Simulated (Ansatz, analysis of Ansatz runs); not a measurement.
# VCrO4 (Cmcm): a line between two V sites for an added electron

Question: does an added electron stay on the V atom where it is started in VCrO4 (Cmcm), and if so, how high is the barrier for a hop to another V site nearby? Model: a cell of 48 host atoms.

Main program and level: Ansatz 0.2.0; plane-wave PAW DFT, PBEsol+U; relaxation of all atoms of a supercell at fixed charge in a uniform background.

### 1. The structure

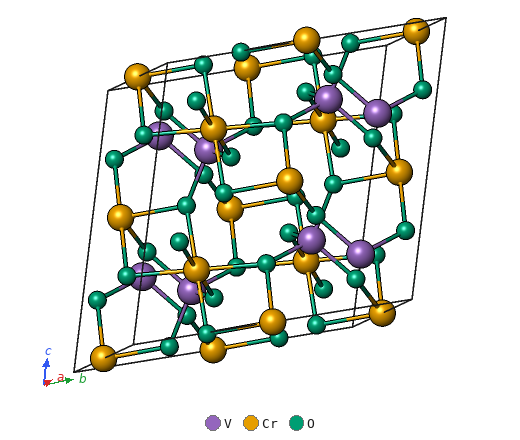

Start, viewed slightly off an axis; vanadium purple, chromium orange, oxygen teal. Some periodic images of atoms are drawn too.

The cell holds 48 atoms: 8 V, 8 Cr and 32 O. Its edges and angles: a = 10.243 Å, b = 8.208 Å, c = 9.968 Å, α = 67.8°, β = 47.9°, γ = 64.3°. It derives from VCrO4 (space group Cmcm). Nearest the centre at fractional (0.500, 0.000, 0.000): V5 at 1.93 Å, V4 at 1.93 Å, O17 at 2.12 Å, O24 at 2.12 Å, O26 at 2.12 Å, O31 at 2.12 Å, O42 at 2.19 Å, O35 at 2.19 Å.

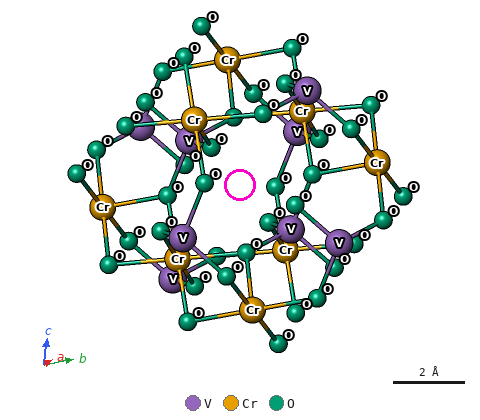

The atoms within 5 Å of the centre. A ring marks the centre wherever it is empty.

Hubbard terms: V d 5.0 eV, Cr d 4.5 eV. They were chosen, not fitted, to curb self-interaction in the shells named, the trial site's among them. The two sites are V5 and V4. The cell's shortest repeat is 8.2 Å. The host's moments were started antiferromagnetic in the unit cell, high spin.

### 2. The cell without the carrier

The neutral cell is relaxed first, from small random displacements, so that bond lengths and moments with the carrier can be set beside those of a relaxed cell without it.

File neutral.relax/input.yaml:

```yaml
crystal:
  lattice:
    - [0.0, 8.2738142, 6.0384686]
    - [5.55914251, -1.2e-07, 6.03846877]
    - [5.55914251, 8.27381433, -1.7e-07]
  atoms:
    - { symbol: V, position: [0.052766, 0.697234, 0.302766] }
    - { symbol: V, position: [0.052766, 0.697234, 0.802766] }
    - { symbol: V, position: [0.552766, 0.197234, 0.302766] }
    - { symbol: V, position: [0.552766, 0.197234, 0.802766] }
    - { symbol: V, position: [0.447234, 0.802766, 0.197234] }
    - { symbol: V, position: [0.447234, 0.802766, 0.697234] }
    - { symbol: V, position: [0.947234, 0.302766, 0.197234] }
    - { symbol: V, position: [0.947234, 0.302766, 0.697234] }
    - { symbol: Cr, position: [0.0, 0.0, 0.0], spin: 3.0 }
    - { symbol: Cr, position: [0.0, 0.0, 0.5], spin: 3.0 }
    - { symbol: Cr, position: [0.5, 0.5, 0.0], spin: 3.0 }
    - { symbol: Cr, position: [0.5, 0.5, 0.5], spin: 3.0 }
    - { symbol: Cr, position: [0.25, 0.25, 0.25], spin: -3.0 }
    - { symbol: Cr, position: [0.25, 0.25, 0.75], spin: -3.0 }
    - { symbol: Cr, position: [0.75, 0.75, 0.25], spin: -3.0 }
    - { symbol: Cr, position: [0.75, 0.75, 0.75], spin: -3.0 }
    - { symbol: O, position: [0.253201, 0.996799, 0.26854] }
    - { symbol: O, position: [0.253201, 0.996799, 0.76854] }
    - { symbol: O, position: [0.753201, 0.496799, 0.26854] }
    - { symbol: O, position: [0.753201, 0.496799, 0.76854] }
    - { symbol: O, position: [0.246799, 0.503201, 0.23146] }
    - { symbol: O, position: [0.246799, 0.503201, 0.73146] }
    - { symbol: O, position: [0.746799, 0.003201, 0.23146] }
    - { symbol: O, position: [0.746799, 0.003201, 0.73146] }
    - { symbol: O, position: [0.48146, 0.26854, 0.496799] }
    - { symbol: O, position: [0.48146, 0.26854, 0.996799] }
    - { symbol: O, position: [0.98146, 0.76854, 0.496799] }
    - { symbol: O, position: [0.98146, 0.76854, 0.996799] }
    - { symbol: O, position: [0.01854, 0.23146, 0.003201] }
    - { symbol: O, position: [0.01854, 0.23146, 0.503201] }
    - { symbol: O, position: [0.51854, 0.73146, 0.003201] }
    - { symbol: O, position: [0.51854, 0.73146, 0.503201] }
    - { symbol: O, position: [0.117122, 0.352935, 0.147065] }
    - { symbol: O, position: [0.117122, 0.352935, 0.647065] }
    - { symbol: O, position: [0.617122, 0.852935, 0.147065] }
    - { symbol: O, position: [0.617122, 0.852935, 0.647065] }
    - { symbol: O, position: [0.102936, 0.867122, 0.132878] }
    - { symbol: O, position: [0.102936, 0.867122, 0.632878] }
    - { symbol: O, position: [0.602936, 0.367122, 0.132878] }
    - { symbol: O, position: [0.602936, 0.367122, 0.632878] }
    - { symbol: O, position: [0.382878, 0.147065, 0.352935] }
    - { symbol: O, position: [0.382878, 0.147065, 0.852935] }
    - { symbol: O, position: [0.882878, 0.647065, 0.352935] }
    - { symbol: O, position: [0.882878, 0.647065, 0.852935] }
    - { symbol: O, position: [0.397064, 0.632878, 0.367122] }
    - { symbol: O, position: [0.397064, 0.632878, 0.867122] }
    - { symbol: O, position: [0.897064, 0.132878, 0.367122] }
    - { symbol: O, position: [0.897064, 0.132878, 0.867122] }
basis:
  ecutwfc: 420
  xc_grid: 2
hamiltonian:
  xc: pbesol
  hubbard:
    sites: [{ species: V, l: d, u_eff: 5.0 }, { species: Cr, l: d, u_eff: 4.5 }]
kpoints:
  mp_grid: { grid: [1, 1, 1] }
magnetization:
  spin_polarized: true
  initial_magnetization: 0
  spin_locking: { lock_magnetization: hard }
scf:
  occupations: { method: fermi_dirac, width: 0.01 }
  max_iter: 120
  lower_state_search: "off"
output:
  forces: true
relax:
  f_tol: 0.02
  max_steps: 70
  random_displacement: { amplitude: 0.04, seed: 3368 }
checkpoint:
  write: "../neutral.relax.run"
  compress: false
  write_wavefunctions: true
  write_every: 100000
```

The run is started by

```
$ ansatz run input.yaml --threads 8 --pin off --max-ram 17899MiB --backend cpu --events-out ev --progress --plain --runs-dir out
```

Numbers of over 12 decimals in the logs are rounded to 6 here.

Output:

```text
[... repeated set-up lines and file paths are left out, and long positions are rounded to six places ...]
V: projections on atomic orbitals take those of the free atom [Ne] 3s2 3p6 3d3 4s2, of charge +0.00 (hamiltonian.pseudopotentials.projection_atoms); the dataset's partial waves leave at most 5.8e-7 of an orbital's norm unspanned inside its sphere
Cr: projections on atomic orbitals take those of the free atom [Ne] 3s2 3p6 3d5 4s1, of charge +0.00 (hamiltonian.pseudopotentials.projection_atoms); the dataset's partial waves leave at most 7.0e-7 of an orbital's norm unspanned inside its sphere
O: projections on atomic orbitals take those of the free atom [He] 2s2 2p4, of charge +0.00 (hamiltonian.pseudopotentials.projection_atoms); the dataset's partial waves leave at most 1.9e-8 of an orbital's norm unspanned inside its sphere
Engine: ansatz 0.2.0, aarch64-unknown-linux-gnu
Pseudopotentials: kind: paw
Pseudopotential: V, paw, valence charge 13, recommended cutoff 420 eV (normal), V.paw.azcp
Pseudopotential: Cr, paw, valence charge 14, recommended cutoff 420 eV (normal), Cr.paw.azcp
Pseudopotential: O, paw, valence charge 6, recommended cutoff 420 eV (normal), O.paw.azcp
Functional definition: PBEsol
  exchange = pbesol_x
  correlation = pbesol_c
Crystal: 48 atoms, lattice volume = 555.483 Å³
Basis set: ecut = 420 eV, 10849 PW (Γ), exchange–correlation on 144×120×144 points (8 copies of the dense FFT grid, shifted against one another)
Bands: 252, of which v1, the nominal top of the filled ones, is band 204 counted from 1 (203 counted from 0)
Symmetry: 1 space group operations
k-points: 1
[...]
[... 1 atom left out ...]
  atom  26  O     -0.01602056     0.00548971    -0.00248878
  [... 4 atoms left out ...]
  atom  31  O      0.01497976    -0.00742519    -0.00083945
  [... 3 atoms left out ...]
  atom  35  O      0.00161169    -0.00005987     0.00240314
  [... 6 atoms left out ...]
  atom  42  O      0.00083063    -0.00396179     0.00070688
  [... 6 atoms left out ...]
  max |Σ_I F_I| component: 5.68e-5 eV/Å
--- Band table (eV) ---
  k-point 0 ↑: bands = ["-65.2504", "-65.2498", "-65.2484", "-65.2477", [... 244 left out ...] "12.1218", "12.1220", "12.2324", "12.2326"]
  k-point 0 ↓: bands = ["-65.2502", "-65.2499", "-65.2482", "-65.2478", [... 244 left out ...] "12.1217", "12.1220", "12.2324", "12.2326"]
Occupation matrices written to <dir>
--- Relaxed structure (4 steps of the walk, 4 accepted, 0 SCFs on fresh bases) ---
  F+E_penalty+E_count = -67782.41024628 eV   max|allowed force component| = 1.793e-2 eV/Å
  atoms:
    - { symbol: V, position: [0.053820, 0.696818, 0.302024] }
    - { symbol: V, position: [0.053859, 0.696831, 0.802029] }
    [... 1 atom left out ...]
    - { symbol: V, position: [0.553889, 0.196799, 0.801998] }
    - { symbol: V, position: [0.448215, 0.802369, 0.196452] }
    [... 7 atoms left out ...]
    - { symbol: Cr, position: [0.250992, 0.249633, 0.249226] }
    [... 2 atoms left out ...]
    - { symbol: Cr, position: [0.751049, 0.749580, 0.749257] }
    - { symbol: O, position: [0.254382, 0.996263, 0.267718] }
    [... 6 atoms left out ...]
    - { symbol: O, position: [0.747696, 0.002906, 0.730744] }
    [... 1 atom left out ...]
    - { symbol: O, position: [0.482521, 0.268171, 0.995839] }
    [... 4 atoms left out ...]
    - { symbol: O, position: [0.519594, 0.731053, 0.002591] }
    [... 3 atoms left out ...]
    - { symbol: O, position: [0.618230, 0.852718, 0.146036] }
    [... 6 atoms left out ...]
    - { symbol: O, position: [0.383890, 0.146348, 0.852477] }
    [... 6 atoms left out ...]
[key lines of the parts left out:]
SCF converged after 7 iterations
Magnetization: 0.0000 μB (204.0000 up, 204.0000 down)
Free energy (F): -67782.410246 eV
Fermi energy:    8.068779 (↑ 8.068773, ↓ 8.068785) eV
```

It took 21 s on 8 threads of Arm Neoverse V1, shared host; peak memory 1.3 GiB; 2.4 min of CPU time.

The largest displacement from an ideal site is 0.004 Å.

### 3. The electron on the first site

The nearest neighbour or neighbours of the site start displaced and the site's starting moment is changed by the carrier's spin, since a carrier doesn't trap itself in the undistorted lattice.

File A.relax/input.yaml:

```yaml
crystal:
  lattice:
    - [0.0, 8.2738142, 6.0384686]
    - [5.55914251, -1.2e-07, 6.03846877]
    - [5.55914251, 8.27381433, -1.7e-07]
  atoms:
    - { symbol: V, position: [0.05382, 0.696818, 0.302024] }
    - { symbol: V, position: [0.053859, 0.696831, 0.802029] }
    - { symbol: V, position: [0.553817, 0.196874, 0.302005] }
    - { symbol: V, position: [0.553889, 0.196799, 0.801998] }
    - { symbol: V, position: [0.448215, 0.802369, 0.196452], spin: 1.0 }
    - { symbol: V, position: [0.448258, 0.802504, 0.696374] }
    - { symbol: V, position: [0.948234, 0.302444, 0.196421] }
    - { symbol: V, position: [0.948276, 0.302403, 0.696386] }
    - { symbol: Cr, position: [0.001029, -0.000335, -0.000789], spin: 3.0 }
    - { symbol: Cr, position: [0.00105, -0.000413, 0.499198], spin: 3.0 }
    - { symbol: Cr, position: [0.50103, 0.499615, -0.000802], spin: 3.0 }
    - { symbol: Cr, position: [0.501061, 0.499648, 0.499191], spin: 3.0 }
    - { symbol: Cr, position: [0.250992, 0.249633, 0.249226], spin: -3.0 }
    - { symbol: Cr, position: [0.251087, 0.249646, 0.749205], spin: -3.0 }
    - { symbol: Cr, position: [0.751053, 0.749647, 0.249234], spin: -3.0 }
    - { symbol: Cr, position: [0.751049, 0.74958, 0.749257], spin: -3.0 }
    - { symbol: O, position: [0.241368, 1.009277, 0.272513] }
    - { symbol: O, position: [0.254364, 0.996309, 0.767774] }
    - { symbol: O, position: [0.754403, 0.496273, 0.267727] }
    - { symbol: O, position: [0.754414, 0.496247, 0.767707] }
    - { symbol: O, position: [0.247678, 0.502999, 0.230655] }
    - { symbol: O, position: [0.247727, 0.503, 0.730721] }
    - { symbol: O, position: [0.747623, 0.002993, 0.230714] }
    - { symbol: O, position: [0.747696, 0.002906, 0.730744] }
    - { symbol: O, position: [0.482546, 0.26812, 0.495861] }
    - { symbol: O, position: [0.482521, 0.268171, 0.995839] }
    - { symbol: O, position: [0.982531, 0.768103, 0.495853] }
    - { symbol: O, position: [0.982511, 0.768199, 0.995871] }
    - { symbol: O, position: [0.019568, 0.231147, 0.002567] }
    - { symbol: O, position: [0.019558, 0.231065, 0.502567] }
    - { symbol: O, position: [0.524389, 0.726258, -0.010423] }
    - { symbol: O, position: [0.519526, 0.731136, 0.502563] }
    - { symbol: O, position: [0.118204, 0.35294, 0.145964] }
    - { symbol: O, position: [0.118261, 0.352799, 0.645988] }
    - { symbol: O, position: [0.63053, 0.856316, 0.142438] }
    - { symbol: O, position: [0.618196, 0.852911, 0.64603] }
    - { symbol: O, position: [0.104205, 0.866824, 0.132074] }
    - { symbol: O, position: [0.104273, 0.866774, 0.632008] }
    - { symbol: O, position: [0.604251, 0.366838, 0.132011] }
    - { symbol: O, position: [0.604324, 0.366747, 0.631984] }
    - { symbol: O, position: [0.383849, 0.146443, 0.352418] }
    - { symbol: O, position: [0.38389, 0.146348, 0.852477] }
    - { symbol: O, position: [0.883755, 0.646397, 0.352587] }
    - { symbol: O, position: [0.883964, 0.646329, 0.852372] }
    - { symbol: O, position: [0.394142, 0.620104, 0.378732] }
    - { symbol: O, position: [0.397874, 0.632486, 0.866318] }
    - { symbol: O, position: [0.897772, 0.13245, 0.366408] }
    - { symbol: O, position: [0.897802, 0.132443, 0.866374] }
total_charge: -1
basis:
  ecutwfc: 420
  xc_grid: 2
hamiltonian:
  xc: pbesol
  hubbard:
    sites: [{ species: V, l: d, u_eff: 5.0 }, { species: Cr, l: d, u_eff: 4.5 }]
kpoints:
  mp_grid: { grid: [1, 1, 1] }
magnetization:
  spin_polarized: true
  initial_magnetization: 1
  spin_locking: { lock_magnetization: hard }
scf:
  occupations: { method: fermi_dirac, width: 0.01 }
  max_iter: 120
  lower_state_search: "off"
output:
  forces: true
relax:
  f_tol: 0.015
  max_steps: 70
  escape_saddle: false
checkpoint:
  write: "../A.relax.run"
  compress: false
  write_wavefunctions: true
  write_every: 100000
```

Output:

```text
[...]
Crystal: 48 atoms, lattice volume = 555.483 Å³
Basis set: ecut = 420 eV, 10849 PW (Γ), exchange–correlation on 144×120×144 points (8 copies of the dense FFT grid, shifted against one another)
Bands: 253, of which v1, the nominal top of the filled ones, is band 205 counted from 1 (204 counted from 0)
Symmetry: 1 space group operations
[...]
k-points: 1
[...]
Starting moments: Σ|m| = 25 μB on 9 of 48 sites
[...]
SCF iter   1: F=—  HF=-67761.452925 eV  |F-HF|=—  |Δ(HF+E_count)|=         —  Δρ=3.72e-2 (↑3.72e-2 ↓3.63e-2)  dr2=1.72e1  dr2_m=2.23e0  M=1.000 μB ∫|m|=28.805 μB  β_m=0.30  ethr=3.10e-3  ⟨swp⟩=5.0  Hψ=1637  notcnv=0  defer=22
[...]
SCF iter  17: F=-67773.084165 eV  HF=-67773.084166 eV  |F-HF|=1.47e-6  |Δ(HF+E_count)|=   1.16e-6  Δρ=1.47e-5 (↑1.47e-5 ↓1.18e-5)  dr2=3.22e-6  dr2_m=1.79e-7  M=1.000 μB ∫|m|=26.952 μB  ethr=1.38e-9  ⟨swp⟩=1.5  Hψ=1305  notcnv=0
SCF 1 converged in 17 iterations: F = -67773.084165 eV  dr2 = 3.22e-6
[...]
relax step   1: F+E_penalty+E_count = -67773.08416470 eV  Δ(F+E_penalty+E_count) = +0.000e0 eV  max|allowed force component| = 1.454e0 eV/Å  Δτ_max = 0.0000 Å  (17 SCF iters, dr2 threshold 5.63e-6 eV, accepted)
[...]
relax step   2: F+E_penalty+E_count = -67773.30074885 eV  Δ(F+E_penalty+E_count) = -2.166e-1 eV  max|allowed force component| = 7.583e-1 eV/Å  Δτ_max = 0.0465 Å  (8 SCF iters, dr2 threshold 1.00e-4 eV, accepted)
relax step   3: F+E_penalty+E_count = -67773.35272213 eV  Δ(F+E_penalty+E_count) = -5.197e-2 eV  max|allowed force component| = 7.025e-2 eV/Å  Δτ_max = 0.0331 Å  (7 SCF iters, dr2 threshold 3.59e-5 eV, accepted)
relax step   4: F+E_penalty+E_count = -67773.35429821 eV  Δ(F+E_penalty+E_count) = -1.576e-3 eV  max|allowed force component| = 8.699e-2 eV/Å  Δτ_max = 0.0061 Å  (9 SCF iters, dr2 threshold 3.08e-7 eV, accepted)
relax step   5: F+E_penalty+E_count = -67773.35502494 eV  Δ(F+E_penalty+E_count) = -7.267e-4 eV  max|allowed force component| = 4.607e-2 eV/Å  Δτ_max = 0.0080 Å  (9 SCF iters, dr2 threshold 4.73e-7 eV, accepted)
relax step   6: F+E_penalty+E_count = -67773.35517851 eV  Δ(F+E_penalty+E_count) = -1.536e-4 eV  max|allowed force component| = 2.555e-2 eV/Å  Δτ_max = 0.0021 Å  (7 SCF iters, dr2 threshold 5.95e-7 eV, accepted)
SCF iter   1: F=—  HF=-67773.356142 eV  |F-HF|=—  |Δ(HF+E_count)|=         —  Δρ=1.53e-4 (↑1.53e-4 ↓9.43e-5)  dr2=1.11e-4  dr2_m=3.38e-5  M=1.000 μB ∫|m|=26.942 μB  β_m=0.30  ethr=1.78e-7  ⟨swp⟩=5.0  Hψ=1281  notcnv=0  defer=87
[...]
SCF iter   9: F=-67773.355245 eV  HF=-67773.355245 eV  |F-HF|=2.65e-9  |Δ(HF+E_count)|=   7.92e-9  Δρ=1.15e-6 (↑1.15e-6 ↓8.14e-7)  dr2=1.43e-8  dr2_m=1.44e-9  M=1.000 μB ∫|m|=26.941 μB  ethr=2.44e-11  ⟨swp⟩=4.5  Hψ=1324  notcnv=0
SCF 7 converged in 9 iterations: F = -67773.355245 eV  dr2 = 1.43e-8
relax step   7: F+E_penalty+E_count = -67773.35524487 eV  Δ(F+E_penalty+E_count) = -6.636e-5 eV  max|allowed force component| = 2.668e-3 eV/Å  Δτ_max = 0.0024 Å  (9 SCF iters, accepted)
NSCF: frozen V_eff on 1 k-points
[...]
SCF converged after 9 iterations
[...]
Magnetization: 1.0000 μB (205.0000 up, 204.0000 down)
Absolute magnetization: 27.0274 μB (∫|ρ↑−ρ↓|, with the PAW one-centre terms)
[...]
Per-site moments (μB) at R_I (Å): [(0.00863446, 0.683020), (0.00129659, 0.683643), (0.00129153, 0.683643), [... 45 left out ...]
Free energy (F): -67773.355245 eV
[...]
Internal energy: -67773.355245 eV  (E = F + TS)
E sigma→0 (E₀):  -67773.355245 eV
Fermi energy:    8.940484 (↑ 8.943805, ↓ 8.223904) eV
[...]
--- Forces (eV/Å), atoms counted from 1 ---
  atom   1  V      0.00000613     0.00116711    -0.00266839
  atom   2  V      0.00067329     0.00144865     0.00015828
  [... 1 atom left out ...]
  atom   4  V      0.00005885     0.00214500     0.00191464
  atom   5  V      0.00005700     0.00045134    -0.00037794
  [... 7 atoms left out ...]
  atom  13  Cr    -0.00115044     0.00029155    -0.00061584
  [... 2 atoms left out ...]
  atom  16  Cr     0.00109686     0.00033012    -0.00060886
  atom  17  O      0.00117588    -0.00031978     0.00094345
  [... 6 atoms left out ...]
  atom  24  O      0.00083245    -0.00037731    -0.00082020
  [... 1 atom left out ...]
  atom  26  O     -0.00080512    -0.00039571    -0.00081455
  [... 4 atoms left out ...]
  atom  31  O     -0.00120383    -0.00031327     0.00094098
  [... 3 atoms left out ...]
  atom  35  O     -0.00001357    -0.00051481     0.00034740
  [... 6 atoms left out ...]
  atom  42  O      0.00001557     0.00107221    -0.00028569
  [... 6 atoms left out ...]
  max |Σ_I F_I| component: 1.56e-5 eV/Å
--- Band table (eV) ---
[...]
Occupation matrices written to <dir>
--- Relaxed structure (7 steps of the walk, 7 accepted, 0 SCFs on fresh bases) ---
  F+E_penalty+E_count = -67773.35524487 eV   max|allowed force component| = 2.668e-3 eV/Å
  atoms:
    - { symbol: V, position: [0.055357, 0.697564, 0.301275] }
    - { symbol: V, position: [0.053743, 0.696803, 0.802267] }
    [... 1 atom left out ...]
    - { symbol: V, position: [0.552784, 0.195638, 0.803200] }
    - { symbol: V, position: [0.452221, 0.798208, 0.200630] }
    [... 7 atoms left out ...]
    - { symbol: Cr, position: [0.250798, 0.247592, 0.249715] }
    [... 2 atoms left out ...]
    - { symbol: Cr, position: [0.749266, 0.749123, 0.751247] }
    - { symbol: O, position: [0.249277, 1.001633, 0.271310] }
    [... 6 atoms left out ...]
    - { symbol: O, position: [0.746612, 0.002698, 0.731263] }
    [... 1 atom left out ...]
    - { symbol: O, position: [0.481735, 0.267575, 0.996140] }
    [... 4 atoms left out ...]
    - { symbol: O, position: [0.523380, 0.727528, -0.002794] }
    [... 3 atoms left out ...]
    - { symbol: O, position: [0.628212, 0.860245, 0.138597] }
    [... 6 atoms left out ...]
    - { symbol: O, position: [0.382167, 0.146064, 0.852774] }
    [... 6 atoms left out ...]
```

Wall time 39 s (8 threads); peak memory 1.3 GiB.

Step by step:

```csv
step,energy less that of the first step (eV),largest force component (eV/Å)
1,0.0000,1.4542
2,-0.2166,0.7583
3,-0.2686,0.0702
4,-0.2701,0.0870
5,-0.2709,0.0461
6,-0.2710,0.0255
7,-0.2711,0.0027
```

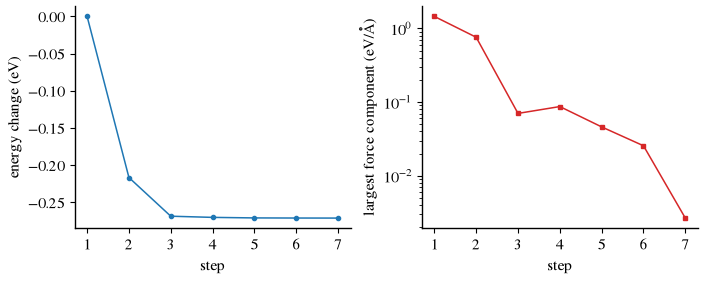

Energy and largest force along the relaxation.

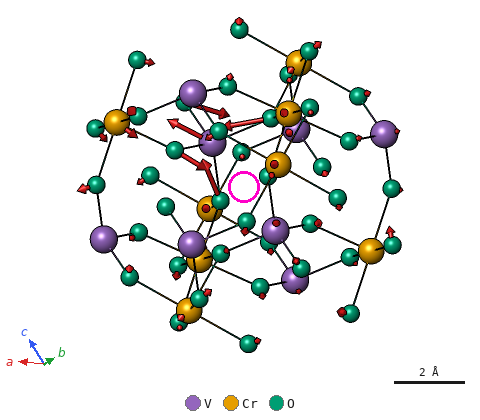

Displacements in the relaxation near the centre, exaggerated; the longest in the cell stands for 0.08 Å. A ring marks the centre wherever it is empty.

The atoms that moved most (Å):

```csv
atom,dx,dy,dz,length
O45,0.000,-0.072,-0.024,0.076
O17,-0.049,0.055,0.002,0.074
O31,0.049,0.055,0.002,0.074
V5,0.000,0.068,-0.001,0.068
O35,0.000,-0.051,0.010,0.052
Cr12,0.000,-0.041,-0.004,0.042
Cr15,0.000,-0.026,0.009,0.027
O23,0.011,0.018,0.013,0.025
```

The moves above count from the input, in which the site's nearest neighbours were already displaced; the distances below compare with the cell without the carrier.

Distances from V5 without and with the electron:

```csv
atom,without (Å),with (Å)
O45,1.66,1.72
O35,1.66,1.72
O31,1.79,1.88
O17,1.79,1.88
```

The largest changes of the moments are 0.72 μB on V5, 0.07 μB on Cr15 and -0.05 μB on O45. The largest part sits on the chosen site.

[end of part 1 of 2]

[Logs are printed without paths, hosts, clocks, repeated set-up lines and the standing remarks that a program may print on its own settings, such as how far it seeks lower states.]

[Hosts, paths, dates, database ids (printed as entryN), source tags and the programs' standing remarks are cut or masked in the printed files.]
